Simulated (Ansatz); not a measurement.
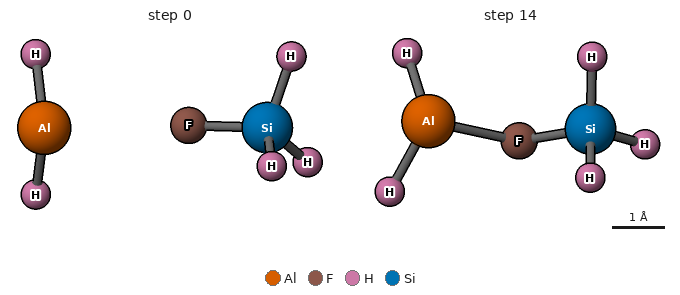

The structure of AlSiH5F (multiplicity 2) before (left) and after (right) a relaxation, at one scale.

The picture is a ball-and-stick view, seen face on.

The run prepares an end point of a later path (reaction) calculation, from a guessed geometry.

Method: UKS PBE0-D4/6-31G* in Ansatz 0.2.0.

Input
```yaml
crystal:
  periodic: [false, false, false]
  atoms:
    - { symbol: Al, position_ang: [-0.000903, 0.616502, -0.461057] }
    - { symbol: F, position_ang: [0.003113, -0.299456, 2.271013] }
    - { symbol: H, position_ang: [1.379599, -0.163014, -0.741585] }
    - { symbol: H, position_ang: [-1.380574, -0.165394, -0.738994] }
    - { symbol: Si, position_ang: [0.000627, -0.051849, 3.859119] }
    - { symbol: H, position_ang: [-0.76281, -1.150141, 4.503438] }
    - { symbol: H, position_ang: [1.406055, -0.044061, 4.338241] }
    - { symbol: H, position_ang: [-0.645107, 1.257415, 4.132026] }
magnetization:
  spin_polarized: true
  initial_magnetization: 1
basis:
  gaussian: { orbitals: "6-31G*" }
hamiltonian:
  xc: pbe0
  dispersion: d4
relax:
  f_tol: 0.03
  max_steps: 50
```

Command:
```bash
ansatz run input.yaml --threads 1 --pin off --max-ram 2048MiB --backend cpu --events-out ev --progress --plain --runs-dir out
```

> What changed between the two?

The energy falls by 5.82 kcal/mol in 13 accepted moves (14 points after the start). The largest force component goes from 0.78 to 0.019 eV/Å. The line search rejected the trial step at point 13 of the run. The atom that moves furthest after the best rigid fit is Al1 (0.88 Å). Largest moves by element: Al 0.88 Å, H 0.80 Å, F 0.58 Å, Si 0.33 Å. Among the contacts that change: Al1–Si5 4.372 → 3.181 Å, Al1–F2 2.882 → 2.058 Å, F2–Si5 1.607 → 1.675 Å, Si5–H8 1.485 → 1.479 Å. New bonds form, among them: Al1–F2 (2.88 → 2.06 Å). Among the angles between lasting bonds that change: F2–Si5–H6 108.4° → 102.8°, H7–Si5–H8 110.3° → 113.2°.

Limits of the set-up: the start holds two separate molecules, 2.9 Å apart at their closest, whose relative position is a soft coordinate.
